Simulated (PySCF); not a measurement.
```yaml
atoms:
  - { symbol: H, position_ang: [0.0000, 0.0000, -1.4507] }
  - { symbol: Se, position_ang: [0.0000, 0.0000, 0.0183] }
```

Computed with PBE0/x2c-TZVPPall, spin-free X2C-1e, Gaussian nucleus, at a bond length of 1.469 Å (PySCF 2.14.0).

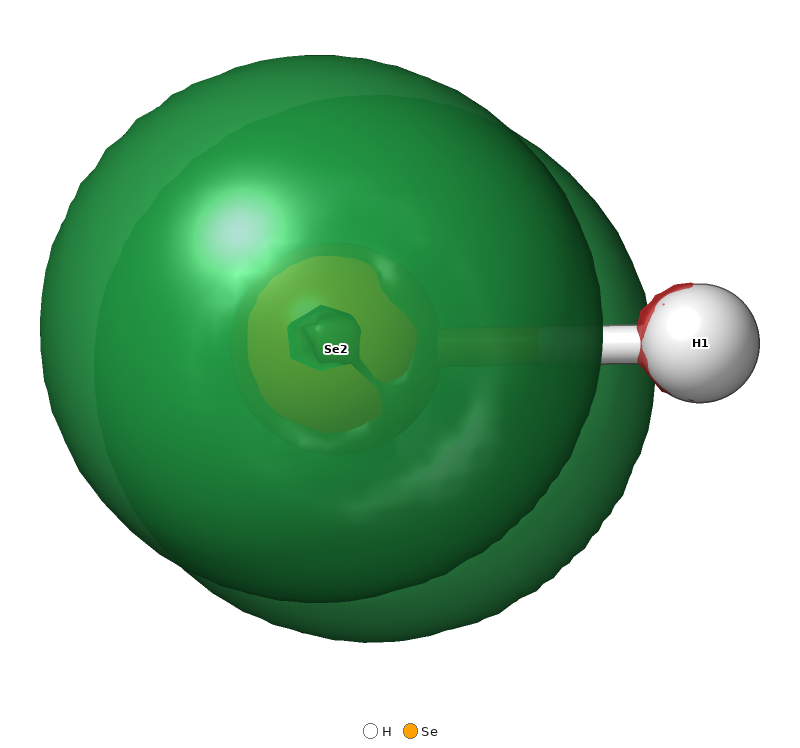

SeH (doublet). Isosurfaces of the spin density at +0.03 (green) and −0.03 e/Å³ (red), seen from one side.

> Where is the unpaired spin?

The unpaired spin (1 electron) lies mostly on Se2 (about 1.0), in electrons by Hirshfeld's partition.
